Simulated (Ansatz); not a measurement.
Take BeTe in the zinc blende structure (space group F-43m, No. 216; a = 5.6043 Å) as the base.

One thing is altered: a negative pressure, −2 GPa.

Level of theory: DFT with PBEsol, PAW potentials and a 420 eV plane-wave cutoff in Ansatz (an electronic-structure program), no spin-orbit coupling.

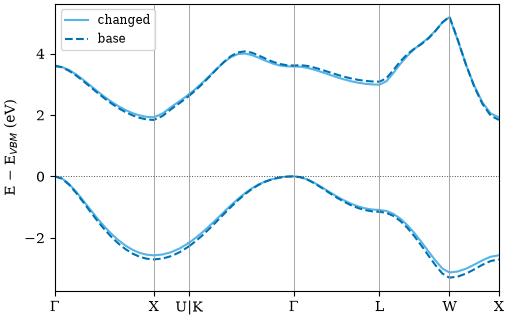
Fig. 1. Highest valence and lowest conduction band along the path, each from its own valence-band maximum

Task: From the figure, how large is the changed gap, and is it direct?

Result: About 1.9 eV, indirect, Γ → X.

With Te present, leaving out spin-orbit coupling can change the band edges. Load acts through the strain it causes; cell and atoms are relaxed under it. Whether these cells are dynamically stable was not tested.
